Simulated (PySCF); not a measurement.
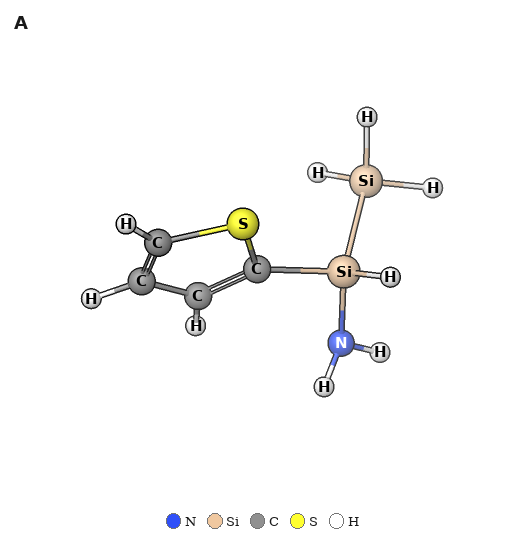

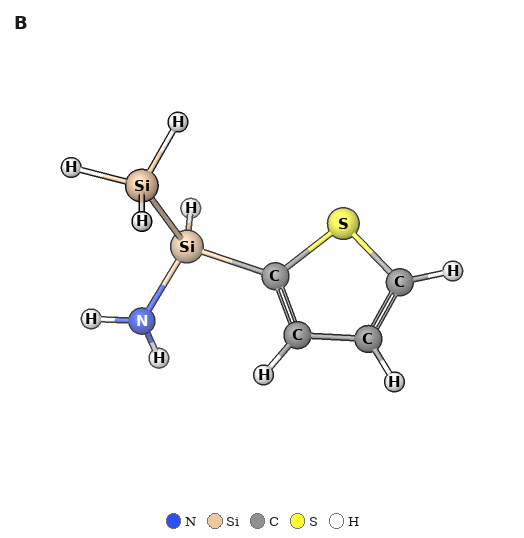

Depth is shown by fading: the farther an atom, the more it takes the colour of the background. The geometry was computed by an optimisation with GFN2-xTB. No frequency run is at hand to confirm it as a minimum.

> Can A be turned into B by a rotation alone?

Yes. They are the same structure, C4H9NSSi2 (N[Si@@H]([SiH3])c1cccs1), seen from two directions: a rotation takes one into the other. The geometry is chiral (C1), so its mirror image would differ.
